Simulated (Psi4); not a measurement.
# One shape, several levels: doublet SiS+

We compute a comparison of 3 runs (U-wB97X-V/cc-pVTZ, UHSE06/cc-pVTZ, UMP3/cc-pVTZ) of doublet SiS+. 

The results are computed with Psi4 1.11.

1 further run of the same task is left out (it didn't finish).

## (1) Starting point

SiS+ has 2 atoms, charge +1, and is taken as a doublet. SMILES of the parent species: `[Si-]#[S+]`. The bond length is the one measured for the parent species. That shape belongs to the parent species and isn't relaxed for this state.

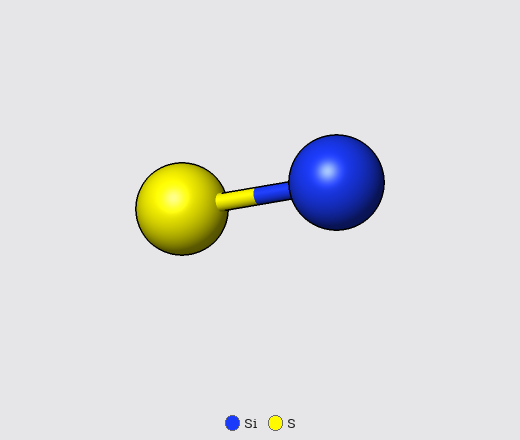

The structure, seen from a chosen angle (silicon blue, sulfur yellow).

## (2) A single-point energy at U-wB97X-V/cc-pVTZ (run 1)

Contents of job.json:

```json
{
 "schema_name": "qcschema_input",
 "schema_version": 1,
 "molecule": {
  "schema_name": "qcschema_molecule",
  "schema_version": 2,
  "symbols": ["Si", "S"],
  "geometry": [0.0, 0.0, 0.0, 0.0, 0.0, 3.6458883],
  "molecular_charge": 1,
  "molecular_multiplicity": 2,
  "fix_symmetry": "c1"
 },
 "driver": "energy",
 "model": {
  "method": "wb97x-v",
  "basis": "cc-pVTZ"
 },
 "keywords": {
  "reference": "uks",
  "puream": true,
  "e_convergence": 1e-09,
  "d_convergence": 1e-08,
  "scf_type": "pk",
  "dft_radial_points": 99,
  "dft_spherical_points": 590,
  "maxiter": 100
 }
}
```

Launch:

```sh
$ psi4 --qcschema job.json -n 1 --memory 1600MB
```

stdout:

```text
[...]
  Running in c1 symmetry.
[...]
  Nuclear repulsion =   61.439073709416711
[...]
  Multiplicity = 2
[...]
  Nalpha       = 15
  Nbeta        = 14
[...]
    Number of basis functions: 68
[...]
   @UKS iter   1:  -687.13169659831715   -8.08073e-02   5.03134e-03 DIIS/ADIIS
[...]
   @UKS iter  15:  -687.21903960268821   -1.13687e-12   3.32052e-09 DIIS
[...]
   @S^2 Observed:                7.601004638E-01
[...]
    Orbital Energies [Eh]
    ---------------------
    Alpha Occupied:
       1A    -89.177510     2A    -66.531637     3A     -8.331000
       4A     -6.291611     5A     -6.281090     6A     -6.281090
       7A     -5.758171     8A     -4.108450     9A     -4.108141
      10A     -4.108141    11A     -1.125361    12A     -0.835170
      13A     -0.680471    14A     -0.647463    15A     -0.647463
    Alpha Virtual:
      16A     -0.264614    17A     -0.264614    18A     -0.117996
      19A     -0.001617    20A      0.038786    21A      0.038786
      22A      0.041743    23A      0.041743    24A      0.067003
      25A      0.096107    26A      0.119469    27A      0.119469
[...]
  @UKS Final Energy:  -687.21903960268821
   => Energetics <=
    Nuclear Repulsion Energy =             61.4390737094167108
    One-Electron Energy =               -1064.5187073534971205
    Two-Electron Energy =                 350.5955284971147989
    DFT Exchange-Correlation Energy =     -34.8579292270238241
    Empirical Dispersion Energy =           0.0000000000000000
    VV10 Nonlocal Energy =                  0.1229947713012035
    Total Energy =                       -687.2190396026883263
[...]
 Multipole Moments:
 ------------------------------------------------------------------------------------
     Multipole            Electronic (a.u.)      Nuclear  (a.u.)        Total (a.u.)
 ------------------------------------------------------------------------------------
 L = 1.  Multiply by 2.5417464519 to convert [e a0] to [Debye]
 Dipole X            :         -0.0000000            0.0000000           -0.0000000
 Dipole Y            :         -0.0000000            0.0000000           -0.0000000
 Dipole Z            :         -1.4970644            0.0013275           -1.4957369
 Magnitude           :                                                    1.4957369
[...]
```

The result, in JSON:

```text
{
 "driver": "energy",
 "model": {
  "method": "wb97x-v",
  "basis": "cc-pVTZ"
 },
 "success": true,
 "return_result": -687.2190396026882,
 "properties": {
  "calcinfo_nbasis": 68,
  "calcinfo_nmo": 68,
  "calcinfo_nalpha": 15,
  "calcinfo_nbeta": 14,
  "calcinfo_natom": 2,
  "nuclear_repulsion_energy": 61.43907370941671,
  "return_energy": -687.2190396026882,
  "scf_one_electron_energy": -1064.5187073534971,
  "scf_two_electron_energy": 350.5955284971148,
  "scf_vv10_energy": 0.12299477130120354,
  "scf_xc_energy": -34.857929227023824,
  "scf_dipole_moment": [-1.2760323737657032e-15, -3.3670356413354243e-15, -1.49573686242536],
  "scf_total_energy": -687.2190396026882,
  "scf_iterations": 15
 }
}
```

It took 35 s on 1 thread of Intel Xeon Platinum 8259CL at 2.50GHz (Skylake/Cascade Lake), shared host; peak memory 0.67 GiB.

## (3) Energy and gradient at UHSE06/cc-pVTZ (run 2)

Contents of input.dat:

```
memory 1600 mb

molecule {
  1 2
  Si     0.00000000     0.00000000     0.00000000
  S      0.00000000     0.00000000     3.64588830
  units au
  symmetry c1
}

set globals {
  basis cc-pVTZ
  reference uks
  puream true
  e_convergence 1e-09
  d_convergence 1e-08
  scf_type pk
  dft_radial_points 99
  dft_spherical_points 590
  maxiter 100
}

e, wfn = gradient('hse06', return_wfn=True)
oeprop(wfn, 'MULLIKEN_CHARGES', 'QUADRUPOLE', 'WIBERG_LOWDIN_INDICES', title='HSE06')
```

Launch:

```sh
$ psi4 -n 1 input.dat output.dat
```

output.dat, shortened:

```text
[...]
  Running in c1 symmetry.
[...]
  Nuclear repulsion =   61.439073709416711
[...]
  Multiplicity = 2
[...]
  Nalpha       = 15
  Nbeta        = 14
[...]
    Number of basis functions: 68
[...]
   @UKS iter   1:  -687.01912523279645    1.36120e-01   5.71251e-03 ADIIS/DIIS
[...]
   @UKS iter  13:  -687.11054896469341   -8.64020e-12   3.68321e-09 DIIS
[...]
   @S^2 Observed:                7.593818652E-01
[...]
  @UKS Final Energy:  -687.11054896469341
   => Energetics <=
    Nuclear Repulsion Energy =             61.4390737094167108
    One-Electron Energy =               -1064.6004237789934450
    Two-Electron Energy =                 351.2464989214735738
    DFT Exchange-Correlation Energy =     -35.1956978165902399
    Empirical Dispersion Energy =           0.0000000000000000
    VV10 Nonlocal Energy =                  0.0000000000000000
    Total Energy =                       -687.1105489646935212
[...]
  -Total Gradient:
     Atom            X                  Y                   Z
    ------   -----------------  -----------------  -----------------
       1       -0.000000000016    -0.000000000107    -0.005549701828
       2        0.000000000012    -0.000000000013     0.005551746573
[...]
 Multipole Moments:
 ------------------------------------------------------------------------------------
     Multipole            Electronic (a.u.)      Nuclear  (a.u.)        Total (a.u.)
 ------------------------------------------------------------------------------------
 L = 1.  Multiply by 2.5417464519 to convert [e a0] to [Debye]
 Dipole X            :         -0.0000000            0.0000000           -0.0000000
 Dipole Y            :         -0.0000000            0.0000000           -0.0000000
 Dipole Z            :         -1.4271661            0.0013275           -1.4258386
 Magnitude           :                                                    1.4258386
 L = 2.  Multiply by 1.3450342976 to convert [e a0^2] to [Debye ang]
 Quadrupole XX       :        -15.8583057            0.0000000          -15.8583057
 Quadrupole XY       :         -0.0000000            0.0000000           -0.0000000
[...]
  Mulliken Charges: (a.u.)
   Center  Symbol    Alpha    Beta     Spin     Total
[...]
```

Wall time 63 s (1 thread of Intel Xeon Platinum 8259CL at 2.50GHz (Skylake/Cascade Lake), shared host); peak memory 0.67 GiB.

## (4) The energy at UMP3/cc-pVTZ (run 3)

Contents of ssi.xyz:

```xyz
2
SSi
Si     0.000000     0.000000     0.000000
S      0.000000     0.000000     1.929321
```

Contents of run.py:

```python
import numpy as np
from ase.calculators.psi4 import Psi4
from ase.io import read

mol = read('ssi.xyz')
calc = Psi4(atoms=mol, method='mp3', basis='cc-pVTZ', memory='1600MB', num_threads=1, charge=1, multiplicity=2, label='ssi', reference='uhf')
calc.psi4.set_options({'puream': True, 'e_convergence': 1e-09, 'd_convergence': 1e-08, 'scf_type': 'pk', 'num_frozen_docc': 10, 'maxiter': 100, 'mp_type': 'conv'})
mol.calc = calc

print(f'energy: {mol.get_potential_energy():.6f} eV')
```

Launch:

```sh
$ python run.py
```

ssi.dat:

```text
[...]
  Running in c1 symmetry.
[...]
  Nuclear repulsion =   61.439073741528745
[...]
  Multiplicity = 2
[...]
  Nalpha       = 15
  Nbeta        = 14
[...]
    Number of basis functions: 68
[...]
   @UHF iter   1:  -686.06428691827693   -1.73722e-01   4.35574e-03 ADIIS/DIIS
[...]
   @UHF iter  17:  -686.15029180855311   -3.29692e-12   6.16179e-09 DIIS
[...]
   @S^2 Observed:                7.896146670E-01
[...]
    Orbital Energies [Eh]
    ---------------------
    Alpha Occupied:
       1A    -92.239265     2A    -69.165360     3A     -9.239083
       4A     -6.928805     5A     -6.916119     6A     -6.916119
       7A     -6.505430     8A     -4.612704     9A     -4.603218
      10A     -4.603218    11A     -1.240118    12A     -0.878694
      13A     -0.716435    14A     -0.653681    15A     -0.653681
    Alpha Virtual:
      16A     -0.225513    17A     -0.225513    18A     -0.081395
      19A      0.036435    20A      0.088632    21A      0.088632
      22A      0.089499    23A      0.089499    24A      0.097327
      25A      0.129023    26A      0.163731    27A      0.163731
[...]
  @UHF Final Energy:  -686.15029180855311
   => Energetics <=
    Nuclear Repulsion Energy =             61.4390737415287447
    One-Electron Energy =               -1064.4235229454982345
    Two-Electron Energy =                 316.8341573954163550
    Total Energy =                       -686.1502918085531064
  UHF NO Occupations:
  HONO-2 :   13  A 1.9983215
  HONO-1 :   14  A 1.9834725
[...]
 Multipole Moments:
 ------------------------------------------------------------------------------------
     Multipole            Electronic (a.u.)      Nuclear  (a.u.)        Total (a.u.)
 ------------------------------------------------------------------------------------
 L = 1.  Multiply by 2.5417464519 to convert [e a0] to [Debye]
 Dipole X            :          0.0000000            0.0000000            0.0000000
 Dipole Y            :          0.0000000            0.0000000            0.0000000
 Dipole Z            :         -1.6716574            0.0013275           -1.6703299
 Magnitude           :                                                    1.6703299
[...]
	SCS-MP2 Total Energy (a.u.)        :  -686.38150374048701
	SOS-MP2 Total Energy (a.u.)        :  -686.38020344232666
[...]
	SOS-PI-MP2 Total Energy (a.u.)     :  -686.39788895261700
[...]
	MP2 Total Energy (a.u.)            :  -686.38410433680747
[...]
	SCS-MP3 Total Energy (a.u.)        :  -686.38614682988919
[...]
	MP3 Total Energy (a.u.)            :  -686.40267669441596
[...]
```

The script printed:

```text
energy: -18677.968204 eV
```

Run time: 15 s. Hardware: 1 thread of Intel Xeon Platinum 8259CL at 2.50GHz (Skylake/Cascade Lake), shared host; peak memory 0.47 GiB.

## (5) All runs side by side

```tsv
run	level	task	frozen core orbitals	energy (Eh)	HOMO energy (eV)	LUMO energy (eV)	⟨S²⟩	wall time
1	U-wB97X-V/cc-pVTZ	energy	0	-687.219040	-17.46	-10.78	0.760	35 s
2	UHSE06/cc-pVTZ	gradient	0	-687.110549	-14.80	-13.12	0.759	63 s
3	UMP3/cc-pVTZ	energy	10	-686.402677	-17.51	-8.84	0.790	15 s
```

## (6) What came out

```
                                                         quantity          value
                                              run 3: total energy  -686.40268 Eh
run 3: HOMO energy (Hartree–Fock orbitals) (highest over α and β)      -17.51 eV
 run 3: LUMO energy (Hartree–Fock orbitals) (lowest over α and β)       -8.84 eV
              run 3: correlation energy (10 core orbitals frozen)     -252.4 mEh
                         run 3: ⟨S²⟩ of the reference determinant          0.790
```

In words: Totals of different functionals can't be ranked against each other. All runs together took 1.9 min, the longest 63 s.
